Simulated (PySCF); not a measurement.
**C2H8BFN2: electronic excitations and core binding energies**

Aim: predict the electronic excitations and core binding energies of C2H8BFN2 (`CN(C)B(N)F`).

The runs use PySCF 2.14.0, with density-fitted response routines of our own; the level of theory stands in each step. All values are computed, except where a source is named. Atoms are numbered from 0 throughout.

### 1 Starting geometry

14 atoms, charge 0, multiplicity 1; geometry from: GFN2-xTB.

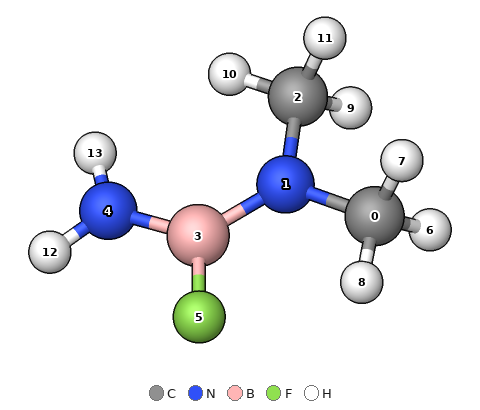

The starting geometry (carbon grey, nitrogen blue, boron pink, fluorine green, hydrogen white), atoms numbered; sticks join atoms by distance.

### 2 Ultraviolet spectrum: CAM-B3LYP/def2-SVPD

What the job is given:

```
{"job": {"kind": "uv", "xc": "CAM-B3LYP", "basis": "def2-SVPD", "nstates": 8, "ntriplets": 3}, "charge": 0, "multiplicity": 1}
C     -1.624315    -0.613640    -0.076735
N     -0.297523    -0.040658    -0.025861
C     -0.311254     1.391999    -0.193504
B      0.850828    -0.825258     0.172507
N      2.174511    -0.363916     0.239426
F      0.683878    -2.161585     0.314559
H     -2.254904    -0.188878     0.711690
H     -2.094515    -0.404069    -1.043459
H     -1.562985    -1.688844     0.060006
H     -0.893812     1.867599     0.604016
H      0.699765     1.787173    -0.167593
H     -0.768215     1.660071    -1.152835
H      2.928832    -1.009399     0.381420
H      2.469031     0.588932     0.154197
```

Method: TDDFT CAM-B3LYP/def2-SVPD, vertical, gas phase, core orbitals frozen in the response.

Run with:

```bash
> OMP_NUM_THREADS=1 python probes_run.py task.json out
```

The driver reads the jobs from task.json and runs them one after another.

The program printed:

```text
coarse grid: 11432 points
cycle   1  E = -314.9164360443  dE =  7.041e-01  |g| = 5.590e-01  |ddm| = 6.030e+00
cycle   2  E = -314.9170003177  dE = -5.643e-04  |g| = 6.200e-01  |ddm| = 1.307e+00
cycle   3  E = -314.9804037505  dE = -6.340e-02  |g| = 4.706e-02  |ddm| = 5.747e-01
cycle   4  E = -314.9806602835  dE = -2.565e-04  |g| = 2.993e-02  |ddm| = 9.480e-02
cycle   5  E = -314.9808323277  dE = -1.720e-04  |g| = 6.020e-03  |ddm| = 3.314e-02
cycle   6  E = -314.9808394362  dE = -7.109e-06  |g| = 1.110e-03  |ddm| = 8.196e-03
final grid: 110192 points
cycle   7  E = -315.0230941763  dE = -3.665e-05  |g| = 4.263e-03  |ddm| = 1.155e-01
cycle   8  E = -315.0230942933  dE = -1.170e-07  |g| = 4.378e-03  |ddm| = 1.365e-02
cycle   9  E = -315.0230981683  dE = -3.875e-06  |g| = 2.653e-04  |ddm| = 4.704e-03
cycle  10  E = -315.0230981788  dE = -1.048e-08  |g| = 1.905e-04  |ddm| = 6.083e-04
cycle  11  E = -315.0230981864  dE = -7.623e-09  |g| = 3.280e-05  |ddm| = 2.959e-04
cycle  12  E = -315.0230981866  dE = -2.041e-10  |g| = 1.185e-05  |ddm| = 5.263e-05
converged SCF energy = -315.0230981866

Static polarisability (au): isotropic 56.167, principal 45.497 56.760 66.245

Singlet excitations
state   eV       nm        f      main configurations
  1   5.8628    211.5   0.02006   H->L 0.94
  2   6.8139    182.0   0.00065   H->L+1 0.69, H-1->L 0.13, H->L+2 0.10
  3   7.1399    173.6   0.00307   H->L+2 0.80, H->L+1 0.14
  4   7.6330    162.4   0.02720   H->L+3 0.40, H-1->L 0.34, H->L+1 0.11
  5   7.8066    158.8   0.02138   H->L+3 0.34, H-1->L 0.27, H->L+5 0.24
  6   7.8813    157.3   0.30816   H->L+4 0.95
  7   8.1122    152.8   0.00209   H->L+5 0.52, H-1->L 0.14, H->L+6 0.09
  8   8.4252    147.2   0.00014   H->L+6 0.64, H->L+7 0.12

Triplet excitations (Tamm-Dancoff, eV): 5.7397 6.6086 6.9594
```

It took 52 s on 1 thread of Arm Neoverse N1, shared host; peak memory 0.8 GiB.

Frontier orbitals and where they lie:

```csv
orbital,eV,atoms
HOMO−3,-11.99,"C0 24 %, N1 20 %, H8 12 %"
HOMO−2,-11.79,"F5 20 %, C2 18 %, C0 18 %"
HOMO−1,-9.83,"N4 51 %, B3 14 %, F5 10 %"
HOMO,-7.86,"N1 46 %, N4 17 %, C0 8 %"
LUMO,0.92,"B3 46 %, C2 10 %, H13 9 %"
LUMO+1,1.82,"C0 16 %, C2 14 %, H11 9 %"
LUMO+2,2.06,"C0 15 %, C2 13 %, H10 11 %"
```

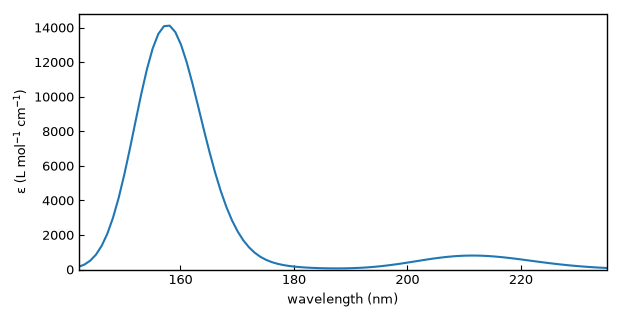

Absorption spectrum: each of the 8 states is a Gaussian band of 0.4 eV half-width at 1/e. Beyond the last state computed it falls off for lack of states.

Ground-state properties from the same run:

```
           property  computed
  dipole moment (D)      2.20
polarisability (Å³)      8.32
 HOMO–LUMO gap (eV)      8.79
      −ε(HOMO) (eV)      7.86
```

### 3 Core holes by ΔSCF: SCAN, X2C

Same as in step 2 but for these lines:

```diff
@@ -1,2 +1,2 @@
-{"job": {"kind": "uv", "xc": "CAM-B3LYP", "basis": "def2-SVPD", "nstates": 8, "ntriplets": 3}, "charge": 0, "multiplicity": 1}
+{"job": {"kind": "xps"}, "charge": 0, "multiplicity": 1}
 C     -1.624315    -0.613640    -0.076735
```

With the program's defaults for keys left out, this is: delta-SCF UKS SCAN, pcX-2 on the ionised atom, pcseg-1 elsewhere, spin-free X2C.

The program printed:

```text
ground state, core basis on atom 0 (C), 155 functions
  cycle   1  E = -315.27525233  |g| = 6.64e-01
  cycle   2  E = -315.19875963  |g| = 9.22e-01
  cycle   3  E = -315.36614458  |g| = 7.98e-02
  cycle   4  E = -315.36706907  |g| = 3.63e-02
  cycle   5  E = -315.36730031  |g| = 1.16e-02
  cycle   6  E = -315.36732517  |g| = 3.28e-03
  cycle   7  E = -315.36732886  |g| = 8.52e-04
  cycle   8  E = -315.36732723  |g| = 4.16e-04
  E(ground) = -315.37679922 Eh
hole in C 1s of atom 0
  cycle   1  E = -304.11023313  |g| = 1.50e+00
  cycle   2  E = -302.70365078  |g| = 2.07e+00
  cycle   3  E = -304.44892720  |g| = 6.74e-01
  cycle   4  E = -304.61655904  |g| = 3.27e-01
  cycle   5  E = -304.65720872  |g| = 9.80e-02
  cycle   6  E = -304.66085924  |g| = 3.20e-02
  cycle   7  E = -304.66133480  |g| = 1.29e-02
  cycle   8  E = -304.66141003  |g| = 7.98e-03
  cycle   9  E = -304.66144552  |g| = 2.96e-03
  cycle  10  E = -304.66145173  |g| = 2.09e-03
  cycle  11  E = -304.66145363  |g| = 4.10e-04
  E(ion) = -304.66964310 Eh   <S^2> = 0.7692   hole on atom = 1.000   binding energy = 291.357 eV
ground state, core basis on atom 1 (N), 155 functions
  cycle   1  E = -315.38047587  |g| = 7.51e-02
  cycle   2  E = -315.38039545  |g| = 3.08e-02
  cycle   3  E = -315.38038969  |g| = 3.18e-02
  cycle   4  E = -315.38058649  |g| = 5.30e-03
  cycle   5  E = -315.38059348  |g| = 6.00e-04
  cycle   6  E = -315.38059405  |g| = 1.54e-04
  E(ground) = -315.38840534 Eh
hole in N 1s of atom 1
  cycle   1  E = -299.80877784  |g| = 1.87e+00
  cycle   2  E = -299.01957745  |g| = 2.19e+00
  cycle   3  E = -300.43951783  |g| = 4.57e-01
  cycle   4  E = -300.49134484  |g| = 2.41e-01
  cycle   5  E = -300.51341844  |g| = 5.81e-02
  cycle   6  E = -300.51465819  |g| = 7.53e-03
  cycle   7  E = -300.51467575  |g| = 4.90e-03
  cycle   8  E = -300.51468690  |g| = 1.73e-03
  cycle   9  E = -300.51468768  |g| = 1.01e-03
  cycle  10  E = -300.51468767  |g| = 2.11e-04
  E(ion) = -300.52135647 Eh   <S^2> = 0.7644   hole on atom = 1.000   binding energy = 404.553 eV
ground state, core basis on atom 3 (B), 155 functions
  cycle   1  E = -315.36677483  |g| = 5.38e-02
  cycle   2  E = -315.36668159  |g| = 4.05e-02
  cycle   3  E = -315.36693317  |g| = 1.96e-02
  cycle   4  E = -315.36699009  |g| = 6.31e-03
  cycle   5  E = -315.36699842  |g| = 7.86e-04
  cycle   6  E = -315.36699685  |g| = 2.69e-04
  E(ground) = -315.37748296 Eh
hole in B 1s of atom 3
  cycle   1  E = -307.73667686  |g| = 1.18e+00
  cycle   2  E = -306.96004505  |g| = 1.64e+00
  cycle   3  E = -308.03181664  |g| = 4.39e-01
  cycle   4  E = -308.06824579  |g| = 3.56e-01
  cycle   5  E = -308.12677106  |g| = 9.36e-02
  cycle   6  E = -308.13028263  |g| = 2.83e-02
  cycle   7  E = -308.13062425  |g| = 1.28e-02
  cycle   8  E = -308.13071916  |g| = 8.73e-03
  cycle   9  E = -308.13077847  |g| = 3.81e-03
  cycle  10  E = -308.13080629  |g| = 2.65e-03
  cycle  11  E = -308.13081693  |g| = 1.11e-03
  cycle  12  E = -308.13081850  |g| = 3.09e-04
  E(ion) = -308.14348190 Eh   <S^2> = 0.7938   hole on atom = 1.000   binding energy = 196.847 eV
ground state, core basis on atom 4 (N), 155 functions
  cycle   1  E = -315.38104198  |g| = 7.39e-02
  cycle   2  E = -315.38096817  |g| = 2.75e-02
  cycle   3  E = -315.38089747  |g| = 3.35e-02
  cycle   4  E = -315.38110632  |g| = 3.10e-03
  cycle   5  E = -315.38110887  |g| = 2.91e-04
  E(ground) = -315.38875124 Eh
hole in N 1s of atom 4
  cycle   1  E = -299.81812697  |g| = 1.86e+00
  cycle   2  E = -299.37222221  |g| = 1.94e+00
  cycle   3  E = -300.44425547  |g| = 4.08e-01
  cycle   4  E = -300.46238126  |g| = 3.07e-01
  cycle   5  E = -300.50412159  |g| = 4.66e-02
  cycle   6  E = -300.50460019  |g| = 3.77e-02
  cycle   7  E = -300.50507578  |g| = 3.62e-03
  cycle   8  E = -300.50508047  |g| = 1.92e-03
  cycle   9  E = -300.50508199  |g| = 7.13e-04
  cycle  10  E = -300.50508293  |g| = 1.78e-04
  E(ion) = -300.51203800 Eh   <S^2> = 0.7628   hole on atom = 1.000   binding energy = 404.816 eV
ground state, core basis on atom 5 (F), 155 functions
  cycle   1  E = -315.41101907  |g| = 1.20e-01
  cycle   2  E = -315.41055849  |g| = 7.48e-02
  cycle   3  E = -315.41080141  |g| = 6.17e-02
  cycle   4  E = -315.41129618  |g| = 6.52e-03
  cycle   5  E = -315.41130494  |g| = 8.69e-04
  cycle   6  E = -315.41130518  |g| = 1.89e-04
  E(ground) = -315.42348417 Eh
hole in F 1s of atom 5
  cycle   1  E = -289.09392500  |g| = 2.58e+00
  cycle   2  E = -289.11044867  |g| = 2.07e+00
  cycle   3  E = -289.93929665  |g| = 3.26e-01
  cycle   4  E = -289.94109022  |g| = 2.66e-01
  cycle   5  E = -289.97407728  |g| = 4.60e-02
  cycle   6  E = -289.97460392  |g| = 3.21e-02
  cycle   7  E = -289.97508141  |g| = 2.42e-03
  cycle   8  E = -289.97508150  |g| = 1.51e-03
  cycle   9  E = -289.97508261  |g| = 3.68e-04
  E(ion) = -289.99462065 Eh   <S^2> = 0.7562   hole on atom = 1.000   binding energy = 691.955 eV
```

It took 98 s on 1 thread of Arm Neoverse N1, shared host; peak memory 0.51 GiB.

Binding energies by hole, beside the orbital energy of the ground state; the difference holds orbital relaxation and, for a density functional, its self-interaction error:

```
     hole  stands for                environment  ΔSCF (eV)  −ε (eV)   ⟨S²⟩
C1s on C0      C0, C2  methyl carbon bonded to N     291.36    274.0  0.769
N1s on N1          N1  nitrogen bonded to 2 C, B     404.55    385.6  0.764
B1s on B3          B3     boron bonded to F, 2 N     196.85    180.7  0.794
N1s on N4          N4  nitrogen bonded to B, 2 H     404.82    385.3  0.763
F1s on F5          F5       fluorine bonded to B     691.95    665.7  0.756
```

Each hole run stands for the others of its class of like atoms.

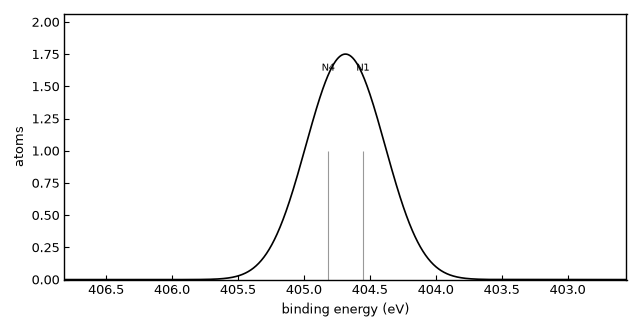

The N1s photoelectron lines, weighted by the number of atoms. Lines are broadened to a width of 0.60 eV (Gaussian).

### 4 What came out

| quantity | value |
| --- | --- |
| lowest singlet (CAM-B3LYP/def2-SVPD) | 5.86 eV (211 nm), f = 0.020 |
| brightest single state of those computed | state 6, 7.88 eV, f = 0.308 |
| lowest triplet | 5.74 eV |
| N1s binding energies, SCAN/pcX-2 | N4 404.82, N1 404.55 eV |
| C1s binding energies, SCAN/pcX-2 | C0 291.36 eV |
| B1s binding energies, SCAN/pcX-2 | B3 196.85 eV |
| F1s binding energies, SCAN/pcX-2 | F5 691.95 eV |

The lowest singlet, at 5.86 eV, is HOMO→LUMO 0.94 and is weak; of the 8 states computed, the strongest absorption comes from state 6 at 7.88 eV. The lowest triplet lies 0.12 eV below the lowest singlet (triplets in Tamm-Dancoff, singlets in full TDDFT). States above −ε(HOMO) lie where TDDFT describes them poorly and they hang on the basis; the brightest is among them. N4 (nitrogen bonded to B, 2 H) binds its N1s electron 0.26 eV more tightly than N1 (nitrogen bonded to 2 C, B).
